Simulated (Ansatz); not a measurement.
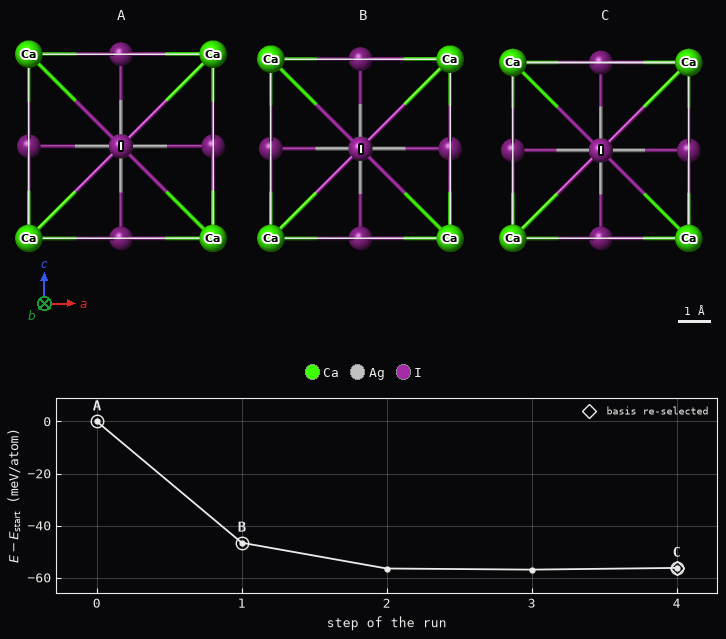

Frames of a relaxation of crystalline CaAgI$_{3}$ (built on the KZnF3-221 type type), marked on the history of the run. Style: ball-and-stick. Shown: the cell of the calculation, along the b axis.

Method: Ansatz 0.2.0, DFT, PBEsol, plane waves, PAW.

Input
```yaml
crystal:
  lattice:
    - [5.89922885, 0.0, 0.0]
    - [0.0, 5.89922885, 0.0]
    - [0.0, 0.0, 5.89922885]
  atoms:
    - { symbol: Ca, position: [0.0, 0.0, 0.0] }
    - { symbol: Ag, position: [0.5, 0.5, 0.5] }
    - { symbol: I, position: [0.0, 0.5, 0.5] }
    - { symbol: I, position: [0.5, 0.0, 0.5] }
    - { symbol: I, position: [0.5, 0.5, 0.0] }
kpoints:
  mp_grid: { grid: [4, 4, 4] }
hamiltonian:
  xc: pbesol
scf:
  occupations: { method: fermi_dirac, width: 0.03 }
relax:
  f_tol: 0.01
  cell: {}
  max_steps: 120
```

Launched with:
```bash
ansatz run input.yaml --threads 2 --pin off --max-ram 29491MiB --backend cpu --events-out ev --progress --plain --runs-dir out
```

Question: Describe the path.

Answer: The atoms keep their places relative to the cell (all moves are under 0.005 Å). Cell: a = b = c 5.899 → 5.632 Å (−4.5 %). Volume −13.0 %. Among the contacts that change: Ca1–I3 4.171 → 3.983 Å, Ag2–I3 2.950 → 2.816 Å. The space group stays Pm-3m (No. 221). Over 3 accepted moves (4 points after the start) the energy falls by 56.3 meV per atom. All forces vanish by symmetry, so only the cell relaxes. The pressure goes from −3.01 to −0.03 GPa. The SCF was repeated once at an unchanged geometry on a basis and grid sized afresh for the cell, which shifted the energy by 0.7 meV per atom at most. From step 0 to 1: volume −7.9 %, energy −46.6 meV per atom. From step 1 to 4: volume −5.5 %, energy −9.7 meV per atom.
